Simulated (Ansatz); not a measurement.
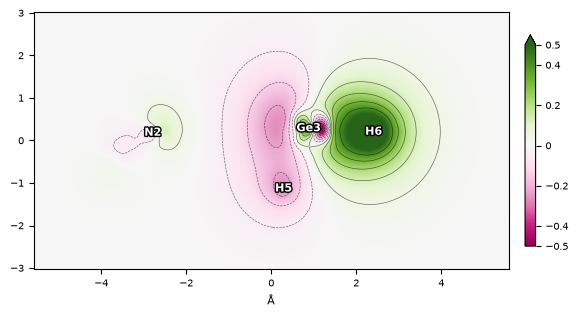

*N2···GeH4. The HOMO on the plane of atoms H5, Ge3 and H6 (values in Å⁻³ᐟ²; the overall sign is arbitrary).*

Geometry: PBE0-D4/def2-TZVP.

Theory: RKS PBE0-D4/def2-TZVPPD in Ansatz 0.2.0.

The calculation's input:

```
crystal:
  periodic: [false, false, false]
  atoms:
    - {symbol: N, position_ang: [-0.383383, -0.085886, -3.423318]}
    - {symbol: N, position_ang: [0.020730, 0.264626, -2.474277]}
    - {symbol: Ge, position_ang: [0.073415, -0.034846, 1.178228]}
    - {symbol: H, position_ang: [0.083865, 1.471010, 0.887080]}
    - {symbol: H, position_ang: [-1.151911, -0.677248, 0.514226]}
    - {symbol: H, position_ang: [0.005442, -0.261883, 2.695002]}
    - {symbol: H, position_ang: [1.351842, -0.675772, 0.623159]}
basis:
  gaussian: {orbitals: "def2-TZVPPD.json"}
hamiltonian: {xc: pbe0, dispersion: d4}
output: {orbitals: {seedname: orbitals}}
```

Run with:

```sh
ansatz run in.yaml --threads 4 --pin off --events-out ev --progress --plain --max-ram 9574MiB
```

Where does this orbital lie, and at what energy?

Its weight (Hirshfeld) is mainly on Ge3 (about 45 %), H6 (about 40 %) and H4 (about 5 %). Its energy is −9.58 eV.
